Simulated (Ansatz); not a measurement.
## Single-point calculation of CH₆Si

CH₆Si, computed with RKS PBE0-D4/def2-TZVPPD (Ansatz 0.2.0).

The geometry comes from this level: PBE0-D4/def2-TZVP.

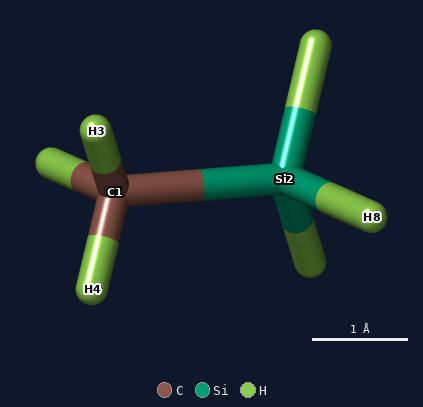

**Figure 1.** The structure (stick view, seen at a tilt; atoms are numbered from 1 in the order of the input). Bond lengths as drawn: C–H 1.09 Å, C–Si 1.87 Å and H–Si 1.49 Å.

The input
```yaml
crystal:
  periodic: [false, false, false]
  atoms:
    - {symbol: C, position_ang: [-0.074053, 1.156526, 0.850173]}
    - {symbol: Si, position_ang: [0.160829, -0.698640, 0.891366]}
    - {symbol: H, position_ang: [0.792802, 1.667962, 1.274043]}
    - {symbol: H, position_ang: [-0.955603, 1.449937, 1.424147]}
    - {symbol: H, position_ang: [-0.205710, 1.505658, -0.176298]}
    - {symbol: H, position_ang: [1.362571, -1.092822, 0.106863]}
    - {symbol: H, position_ang: [-1.021879, -1.390222, 0.310057]}
    - {symbol: H, position_ang: [0.339700, -1.178037, 2.288823]}
basis:
  gaussian: {orbitals: "def2-TZVPPD.json"}
hamiltonian: {xc: pbe0, dispersion: d4}
output: {orbitals: {seedname: orbitals}}
```

Run on 4 threads of Intel Xeon, 15 GiB of memory available, shared host.

Launch command:
```bash
ansatz run in.yaml --threads 4 --pin off --events-out ev --progress --plain --max-ram 9574MiB
```

What the program printed
```
Functional definition: PBE0
  name "PBE0"
  cite "Adamo & Barone, J. Chem. Phys. 110, 6158 (1999) doi:10.1063/1.478522"
  cite "Perdew, Burke & Ernzerhof, Phys. Rev. Lett. 77, 3865 (1996) doi:10.1103/PhysRevLett.77.3865"
  parent pbe
  parameter a = 0.25
  parameter kappa = 0.804
  parameter beta = 0.06672455060314922
  exchange = (1 - a)*pbe_x(kappa = kappa, mu = beta*pi^2/3) + a*exact_x
  correlation = pbe_c(beta = beta)
850 factors; their error is unknown
mean field evaluation 1: about -9003.5431 eV, gradient 4.6e1 eV
mean field evaluation 2: about -9001.6745 eV, gradient 5.0e1 eV
mean field evaluation 4: about -9008.3701 eV, gradient 6.6e-1 eV
mean field evaluation 8: about -9008.3766 eV, gradient 1.2e-2 eV
mean field -9008.37661680 eV, -331.0517345705 hartree, gradient 3.5e-5 eV, S^2 0.000000; 0 other end points of the search recorded, 0 dependent functions left out
reference -9008.37664687 eV, -331.0517356754 hartree; 13, 13 occupied and 174, 174 virtual orbitals, 850 factors
Total energy: -9008.46095288 eV, -331.0548338642 hartree
```

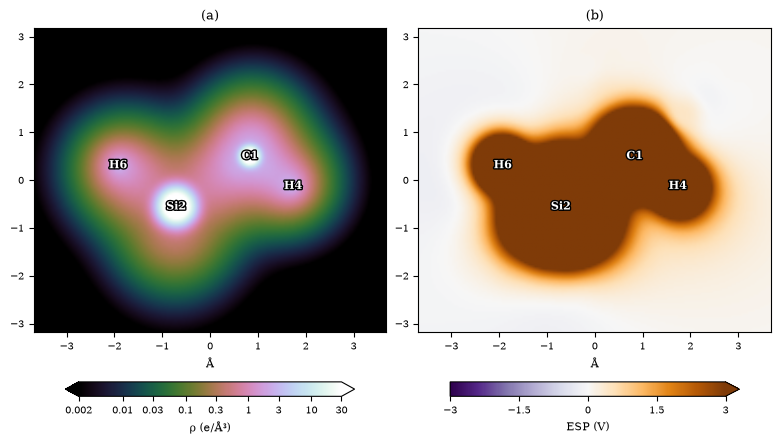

**Figure 2.** (a) electron density; (b) molecular electrostatic potential on the plane of atoms C1, Si2 and H6. Atoms in the plane: C, Si and H. C–H (1.09 Å): ρ is about 1.9 e/Å³ halfway. Si–H (1.49 Å): ρ is about 0.8 e/Å³ halfway. The potential has no marked negative region in this plane.

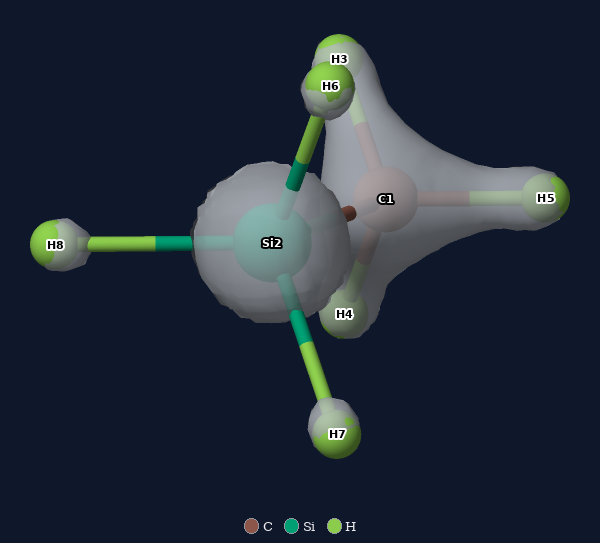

**Figure 3.** Isosurface of the total electron density at 1.5 e/Å³ (grey), seen at an oblique angle. At this value the surface falls into five separate pieces. It is pinched off along the C–Si (1.87 Å) and Si–H (1.49 Å) contacts. On the grid the lowest density along these lines, outside the cores, is 0.83 e/Å³ (C–Si, 1.87 Å), 1.9 e/Å³ (C–H, 1.09 Å) and 0.79 e/Å³ (Si–H, 1.49 Å).

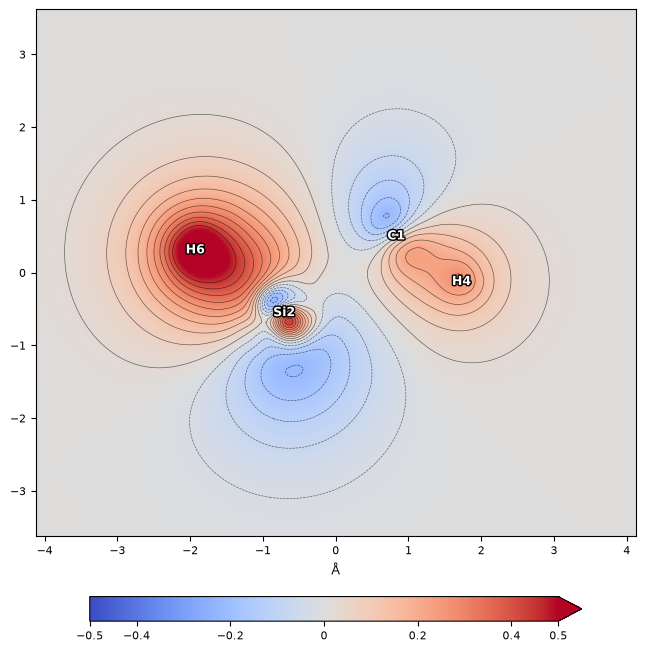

**Figure 4.** The HOMO−1 on the plane of atoms C1, Si2 and H6 (values in Å⁻³ᐟ²; the overall sign is arbitrary). It lies mainly on Si2 (40 %), H6 (25 %) and H7 (25 %). Its energy is −9.34 eV.

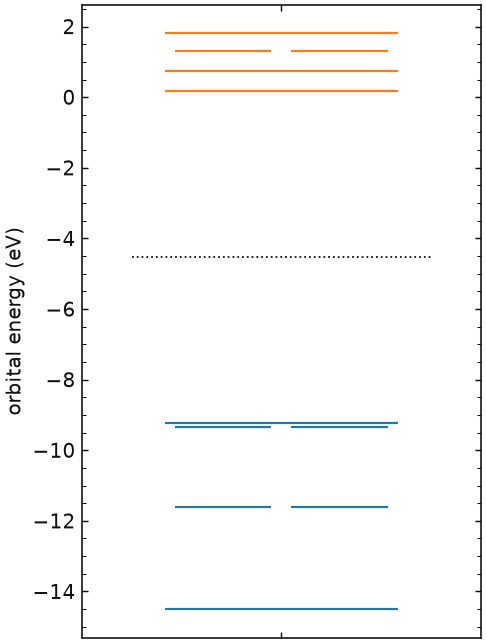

**Figure 5.** Orbital energies near the frontier; the dotted line parts filled from empty levels, and levels within 0.02 eV of each other stand side by side. Highest filled −9.23 eV, lowest empty 0.18 eV, 9.41 eV apart.

Summary

- outcome: converged
- total energy: −9008.4610 eV
- mean-field energy: −9008.3766 eV
- dispersion energy: −0.0843 eV
- SCF solution under orbital rotations: stable
- HOMO: −9.23 eV
- LUMO: 0.18 eV
- wall time: 0.65 s (CPU time 2.1 s)
- peak memory: 0.55 GiB
